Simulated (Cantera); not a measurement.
Feed: 1 mol Cu2O, 4.2 mol CH4, 4.9 mol H2, held at 1923 K.

Cantera equilibrium calculation (NASA polynomials, part measured and part estimated; ideal gas, pure solids and liquids). Candidate condensed phases: C, C6H6, C7H8, C8H18, Cu, CuO, Cu(OH)2, Cu2O, H2O; 113 gas species. The numbers say what is thermodynamically allowed, not how fast it happens.

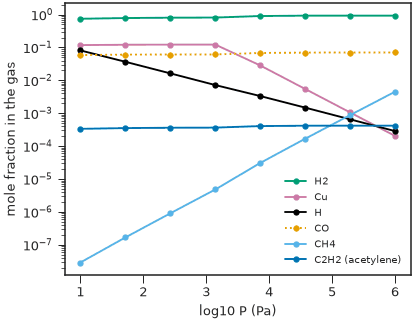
*Equilibrium gas composition (values under 1e-9 drawn at 1e-9)*

From 10.0 Pa to 14.0 mbar the condensed part is C(graphite). From 72.0 mbar to 10.0 bar the condensed part is C(graphite) + Cu(l). The main Cu-bearing gas is Cu throughout.
